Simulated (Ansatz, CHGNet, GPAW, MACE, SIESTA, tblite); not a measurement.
# From one method to another: forces in random start for liquid ZnBr2 at 780 K (102 atoms)

102 atoms (34 Zn, 68 Br) packed at random in a cube at 3.37 g/cm³ and pushed apart as soft spheres, cations and anions kept from their own kind; a start for melting by ab initio MD, not an equilibrated structure. The density is the measured one of the melt at 780 K (3.365 g/cm³). Then every atom was moved at random, 0.02 Å r.m.s. a Cartesian component.

Two calculations on one geometry. First: Kohn-Sham DFT, LDA, PAW, atomic orbitals (dzp); LCAO dzp; h 0.2 Å; levels smeared at 580 K (GPAW 26.7.0; Γ point). Second: Kohn-Sham DFT, PBE, PAW, plane waves (Ansatz 0.2.0; cutoff 420 eV, Γ point, fermi-dirac smearing of 0.05 eV; PAW set soft_2).

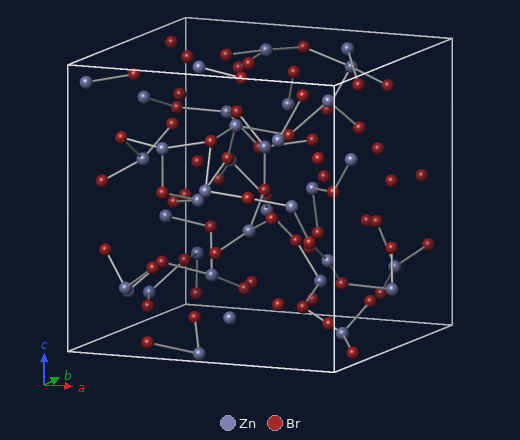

The structure (zinc blue, bromine red). Bonds to atoms that aren't drawn are left out. Some periodic images of atoms are drawn too.

Cell vectors (Å):

```
15.575 0.000 0.000
0.000 15.575 0.000
0.000 0.000 15.575
```

Atom, position (Å) and force of the first calculation (eV/Å):

```
1 Zn 13.699 12.269 3.578 -0.686 1.348 1.605
2 Zn 2.471 2.026 3.294 0.799 -0.257 1.451
3 Zn 5.146 0.877 11.253 -0.598 -0.251 0.564
4 Zn 10.120 14.585 13.798 0.098 -1.300 -0.927
5 Zn 15.532 7.767 3.229 -0.260 0.021 0.594
6 Zn 7.951 0.219 9.260 0.477 0.093 -0.184
7 Zn 8.233 10.527 12.290 0.847 0.010 -0.305
8 Zn 6.322 2.916 8.196 -0.590 1.665 -0.380
9 Zn 12.886 5.312 13.673 -0.017 -0.699 -0.390
10 Zn 2.322 7.704 6.263 0.375 1.055 0.515
11 Zn 3.593 13.390 8.433 -0.004 -0.139 -2.600
12 Zn 1.223 14.369 3.063 -1.466 -0.660 -0.035
13 Zn 9.321 0.329 2.452 0.104 -0.091 1.380
14 Zn 11.388 6.596 8.603 0.266 -0.256 -1.089
15 Zn 2.981 3.201 10.154 -0.429 0.850 0.207
16 Zn 1.318 4.986 2.565 -0.329 -0.450 -0.361
17 Zn 4.944 9.861 11.753 -0.614 -0.589 -0.485
18 Zn 0.076 10.628 1.477 1.420 0.544 -0.906
19 Zn 6.727 2.149 0.012 -0.766 0.313 1.530
20 Zn 12.669 0.953 8.634 0.948 -1.503 -0.027
21 Zn 8.115 5.617 6.219 0.887 -1.047 0.612
22 Zn 11.349 11.325 15.408 -0.279 0.126 -0.400
23 Zn 1.194 7.379 12.689 0.552 0.867 -0.607
24 Zn 7.416 9.542 6.653 0.185 0.629 -0.165
25 Zn 12.691 7.612 0.654 0.002 0.064 -0.377
26 Zn 13.403 4.065 5.241 -0.235 -0.560 -0.389
27 Zn 6.278 12.017 14.861 -1.152 0.853 0.965
28 Zn 14.796 4.006 10.840 -0.223 -0.637 -1.004
29 Zn 8.263 3.512 12.294 0.634 0.620 -0.317
30 Zn 11.318 2.232 11.935 0.428 -0.126 0.593
31 Zn 0.459 1.387 14.430 0.854 0.647 0.776
32 Zn 5.343 6.963 3.396 -0.369 1.140 -0.291
33 Zn 8.141 7.649 10.446 0.231 0.514 1.086
34 Zn 10.584 9.476 3.030 -1.013 0.416 0.531
35 Br 13.438 5.847 3.700 0.427 -0.384 0.340
36 Br 14.297 14.486 8.208 -1.012 1.177 0.264
37 Br 7.603 14.811 3.746 0.980 0.670 -0.974
38 Br 4.772 10.172 14.785 0.992 0.352 -1.101
39 Br 10.902 3.198 2.815 -0.256 -0.929 -0.015
40 Br 1.077 2.544 5.186 0.124 0.077 -0.778
41 Br 14.108 6.647 12.084 0.518 -0.448 -0.070
42 Br 8.763 10.382 4.941 0.111 -0.140 -0.244
43 Br 1.635 11.764 3.152 -0.878 0.496 -0.157
44 Br 4.498 1.090 4.687 -1.124 0.387 -1.056
45 Br 7.922 6.031 15.227 -0.048 -0.240 -0.361
46 Br 2.271 14.828 7.094 0.264 -0.256 0.896
47 Br 1.953 11.117 6.806 0.432 -0.104 0.430
48 Br 0.645 13.333 11.833 0.018 -0.040 0.038
49 Br 9.044 11.920 1.531 1.333 -0.988 -0.479
50 Br 2.709 0.958 11.666 1.240 0.533 -0.510
51 Br 10.507 7.357 1.968 0.630 0.297 -0.568
52 Br 10.352 8.962 10.767 -1.323 -0.819 -0.298
53 Br 3.852 5.132 11.795 -0.880 -1.127 -0.927
54 Br 0.853 2.647 8.886 0.491 0.933 1.066
55 Br 12.129 13.989 1.753 0.157 -0.984 0.092
56 Br 12.728 2.293 14.449 -0.005 0.810 -0.849
57 Br 4.170 4.608 7.685 0.856 -1.130 0.876
58 Br 4.532 0.321 0.754 0.895 0.770 -0.383
59 Br 9.046 9.443 14.284 -0.425 0.923 -0.736
60 Br 13.230 2.053 6.545 0.189 0.547 -0.583
61 Br 13.308 5.022 8.804 -0.230 0.227 0.313
62 Br 6.913 3.888 5.191 -0.034 0.796 0.558
63 Br 9.315 13.267 11.651 -0.217 -0.403 0.595
64 Br 11.201 7.781 5.976 -0.215 -0.604 1.044
65 Br 9.830 11.665 8.293 -0.066 -0.187 -0.002
66 Br 12.858 11.750 6.071 0.284 0.130 -1.721
67 Br 1.115 8.073 1.218 -0.480 0.138 0.776
68 Br 5.242 12.460 2.078 0.519 -0.006 -0.814
69 Br 10.919 14.862 5.457 0.027 -0.012 -0.246
70 Br 0.939 14.888 0.760 0.222 0.206 0.046
71 Br 15.251 8.323 9.008 0.080 -0.057 -0.015
72 Br 7.477 14.271 14.728 0.548 -0.480 -0.063
73 Br 10.458 0.169 9.058 0.140 0.218 0.124
74 Br 5.097 1.003 8.826 -0.329 -0.342 0.042
75 Br 15.046 8.803 5.271 0.990 -0.640 -0.597
76 Br 2.500 3.152 14.721 -1.506 -0.755 -0.019
77 Br 12.755 9.609 13.824 -0.659 0.011 1.751
78 Br 14.617 14.619 4.468 1.128 -0.772 -0.983
79 Br 3.996 13.573 13.478 0.657 0.000 -0.127
80 Br 4.538 8.660 5.674 0.155 -0.603 -0.278
81 Br 8.081 7.744 8.073 -0.138 -0.642 -0.925
82 Br 9.062 2.494 15.103 -0.934 -0.447 -0.283
83 Br 5.688 13.351 6.609 -0.649 -0.134 1.330
84 Br 12.749 13.490 13.152 -1.471 0.269 0.777
85 Br 5.767 3.754 1.656 0.303 -0.557 -0.701
86 Br 3.049 5.567 4.161 0.769 0.806 0.127
87 Br 9.999 4.369 7.227 -0.395 1.092 0.161
88 Br 4.142 6.470 15.240 -0.358 -0.051 -0.115
89 Br 7.234 4.784 10.244 0.231 -0.716 0.347
90 Br 14.227 5.511 0.047 -0.961 0.956 0.399
91 Br 13.107 11.371 10.096 -0.053 0.006 -0.046
92 Br 14.235 0.925 11.370 -0.311 1.125 -0.227
93 Br 6.391 8.920 2.421 -0.592 -1.428 0.610
94 Br 6.424 7.844 12.197 0.441 0.362 -0.363
95 Br 14.377 2.018 2.222 0.332 0.456 -0.045
96 Br 13.385 9.730 2.097 -0.056 0.049 -0.087
97 Br 4.070 7.979 9.299 -0.097 0.107 -0.004
98 Br 2.023 9.876 11.784 0.619 -0.909 0.526
99 Br 1.037 11.373 15.004 -0.783 -0.410 0.874
100 Br 10.588 5.314 11.641 0.187 -0.594 0.566
101 Br 7.891 1.104 11.806 -0.901 0.361 0.038
102 Br 6.458 10.755 9.796 -0.004 -0.165 1.610
```

Q: Give the forces of the second method.

Atom and force (eV/Å):

```
1 -0.742 1.335 1.572
2 0.899 -0.327 1.100
3 -0.457 -0.289 0.875
4 0.244 -1.211 -0.784
5 -0.214 -0.061 0.619
6 0.383 -0.037 -0.384
7 0.793 0.175 -0.478
8 -0.380 1.827 -0.522
9 -0.357 -0.822 -0.417
10 0.157 0.958 0.651
11 0.071 -0.373 -2.232
12 -1.233 -0.627 0.224
13 0.290 0.090 1.262
14 0.188 -0.054 -1.079
15 -0.388 0.942 0.222
16 -0.467 -0.562 -0.560
17 -0.821 -0.457 -0.453
18 1.340 0.583 -0.885
19 -0.965 0.130 1.399
20 1.083 -1.419 0.094
21 0.780 -0.726 0.530
22 -0.297 0.231 -0.371
23 0.664 0.832 -0.558
24 -0.039 0.704 -0.123
25 -0.004 0.045 -0.521
26 -0.192 -0.556 -0.324
27 -1.047 0.885 0.954
28 -0.100 -0.693 -0.841
29 0.602 0.801 -0.133
30 0.419 -0.172 0.524
31 0.767 0.605 0.736
32 -0.343 0.928 -0.301
33 0.255 0.437 1.210
34 -1.003 0.645 0.649
35 0.401 -0.276 0.229
36 -0.900 1.029 0.309
37 0.809 0.581 -0.802
38 0.773 0.082 -1.017
39 -0.395 -0.889 0.028
40 -0.049 0.170 -0.489
41 0.595 -0.220 -0.257
42 0.206 0.136 -0.429
43 -0.632 0.361 0.024
44 -0.974 0.352 -0.983
45 0.031 -0.251 -0.354
46 0.030 -0.052 0.717
47 0.388 -0.088 0.535
48 0.046 -0.043 -0.064
49 1.330 -1.009 -0.390
50 1.038 0.394 -0.396
51 0.373 -0.052 -0.599
52 -1.051 -0.733 -0.300
53 -0.872 -1.100 -0.854
54 0.346 0.867 0.856
55 0.198 -0.886 -0.003
56 0.016 0.707 -0.701
57 0.756 -1.028 0.763
58 0.884 0.775 -0.352
59 -0.363 0.759 -0.479
60 0.192 0.516 -0.742
61 -0.097 0.162 0.212
62 -0.099 0.505 0.302
63 -0.269 -0.498 0.430
64 -0.131 -0.513 1.041
65 -0.107 -0.116 -0.070
66 0.250 -0.025 -1.616
67 -0.173 0.061 0.435
68 0.424 0.001 -0.654
69 -0.080 0.011 -0.240
70 0.136 0.230 -0.332
71 0.100 -0.050 -0.050
72 0.574 -0.329 -0.010
73 0.011 0.093 0.156
74 -0.450 -0.593 -0.214
75 0.873 -0.522 -0.255
76 -1.510 -0.683 0.014
77 -0.503 -0.010 1.608
78 1.084 -0.644 -0.825
79 0.614 0.003 -0.233
80 0.352 -0.386 -0.308
81 -0.155 -0.748 -1.027
82 -0.622 -0.383 -0.314
83 -0.487 -0.238 1.230
84 -1.398 0.314 0.868
85 0.226 -0.410 -0.485
86 0.896 0.779 0.293
87 -0.223 0.766 0.235
88 -0.398 0.009 -0.077
89 0.172 -0.705 0.225
90 -0.694 0.833 0.614
91 0.017 -0.025 -0.070
92 -0.273 1.107 -0.181
93 -0.447 -1.258 0.461
94 0.379 0.137 -0.106
95 0.329 0.482 -0.084
96 -0.245 0.113 0.012
97 -0.175 0.111 -0.086
98 0.511 -0.831 0.461
99 -0.718 -0.330 0.596
100 0.185 -0.525 0.606
101 -0.948 0.167 0.082
102 0.009 0.078 1.455
```

The two sets differ by 139 meV/Å r.m.s., 22 % of the r.m.s. force of the Ansatz run. The electronic-structure runs sample only Γ, in a cell whose shortest periodic width is 16 Å, which is coarse for a cell with partly filled levels.

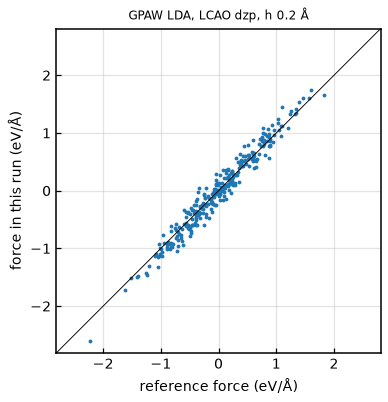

Force components against those of the reference; the line marks equality.

[Logs are printed without paths, hosts, clocks, repeated set-up lines and the standing remarks that a program may print on its own settings, such as how far it seeks lower states.]

[Hosts, paths, dates, database ids (printed as entryN), source tags and the programs' standing remarks are cut or masked in the printed files.]
